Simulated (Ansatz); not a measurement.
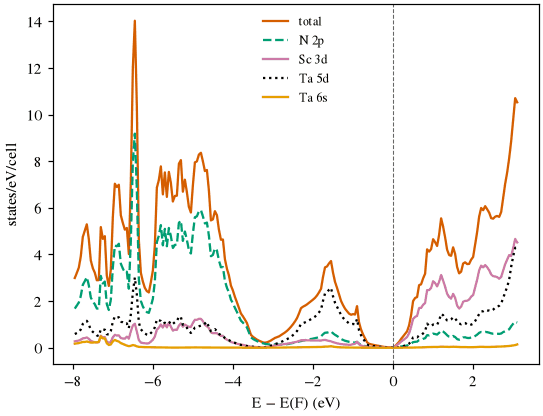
Figure: Total and projected density of states of ScTaN2 in space group P6_3/mmc (No. 194; Sc on 2a, Ta on 2c, N on 4f), the program Ansatz at the r²SCAN level (PAW)

### Question
Which orbitals carry the states next to the Fermi level?

### Answer
Within 0.5 eV of the Fermi level: Sc 3d 61 %, Ta 5d 21 %, N 2p 13 %. Projections are on Löwdin-orthogonalised atomic valence shells; empty p or d shells of many metals are not among them.

### Question
Where is the tallest occupied peak in this window, and what makes it?

### Answer
Near -6.4 eV, about 14 states/eV per cell; the largest projected share is N 2p.

The first step of the workflow began from a Materials Project structure, measured or hypothetical; the Crystallography Open Database copy checked does not list it. Its standing as an ambient phase is unchecked. The r²SCAN relaxation kept the symmetry of its start; whether a distortion lowers the energy is not shown. The run is not spin-polarised. Scalar-relativistic: spin–orbit coupling is off unless named, which matters more the heavier the elements.

Potentials: the later of the program's two PAW sets.
